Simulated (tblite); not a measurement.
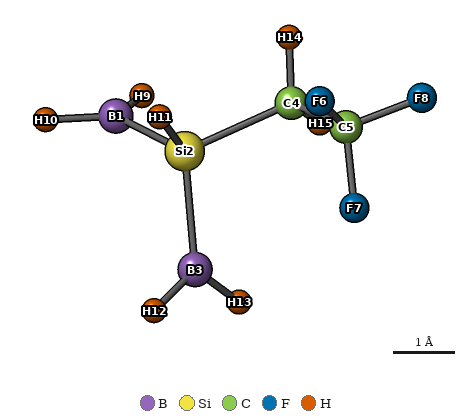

**Figure 1.** The input geometry (ball-and-stick view, seen at a tilt; atoms are numbered from 1 in the order of the input).

# Frequency calculation of C₂H₇B₂F₃Si

- system: C₂H₇B₂F₃Si, SMILES B[SiH](B)CC(F)(F)F
- method: GFN2-xTB harmonic vibrations, gas phase (tblite 0.8.0)

It belongs to a series of runs on one base structure; here: CH2 inserted into a Si-C bond.

The input
```
{"job": {"kind": "ir", "xc": "GFN2-xTB", "basis": "xTB"}, "charge": 0, "multiplicity": 1}
B     -1.753929     1.356816     1.297950
Si    -0.631655    -0.122758     0.667514
B     -1.563082    -1.097002    -0.761953
C      1.027480     0.613412    -0.039733
C      1.928707    -0.474819    -0.515543
F      2.303637    -1.313300     0.466455
F      1.360605    -1.250506    -1.463218
F      3.077007    -0.022619    -1.064369
H     -1.656568     2.445723     0.886006
H     -2.616404     1.150779     2.058078
H     -0.124816    -0.976651     1.769489
H     -2.171107    -2.069451    -0.539710
H     -1.598007    -0.683348    -1.855074
H      1.577199     1.180190     0.709423
H      0.836519     1.271525    -0.885963
```

The first line tells a small driver script what to run in tblite; the rest is the geometry in Å.

Run as:
```bash
OMP_NUM_THREADS=1 python <driver script> task.json out
```

The program's output
```
mode    cm-1     km/mol
  1      27.6      0.23
  2      69.8      1.04
  3      91.2      0.91
  4     114.8      0.93
  5     144.8      0.28
  6     166.0      1.48
  7     180.1      3.83
  8     205.1      1.60
  9     313.7     15.49
 10     331.9      1.39
 11     471.7      4.42
 12     474.5      4.99
 13     522.3     31.58
 14     567.5     35.82
 15     613.6     16.67
 16     630.9      5.31
 17     648.2     21.86
 18     680.8      7.55
 19     699.1     10.86
 20     724.7     86.29
 21     743.9      6.07
 22     753.4     70.16
 23     783.4     85.72
 24     836.0     21.79
 25     968.9    203.58
 26    1008.2    285.45
 27    1169.0     35.26
 28    1175.7    117.00
 29    1176.7     35.97
 30    1193.6    118.42
 31    1227.1    219.53
 32    1445.8      6.47
 33    2116.9    298.91
 34    2648.4     61.93
 35    2656.2     50.55
 36    2685.4     46.78
 37    2691.2    138.36
 38    3009.3     14.97
 39    3016.2      4.15
```

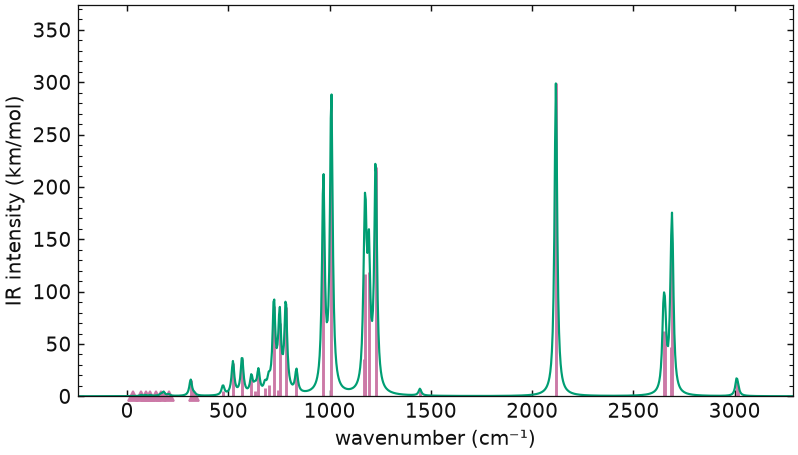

**Figure 2.** Harmonic infrared spectrum, unscaled: sticks (degenerate modes added up, dark ones marked on the axis) with a Lorentzian envelope of 16 cm⁻¹ full width, scaled to the tallest stick. 39 modes from 28 to 3016 cm⁻¹, none imaginary. The strongest line is at 2117 cm⁻¹ (299 km/mol).

Results in brief

| quantity | value |
| --- | --- |
| outcome | converged |
| total energy | −713.0847 eV |
| zero-point energy | 55.7290 kcal/mol |
| hardware | 1 CPU thread, shared host |
| wall time | 0.84 s |
| peak memory | 0.18 GiB |
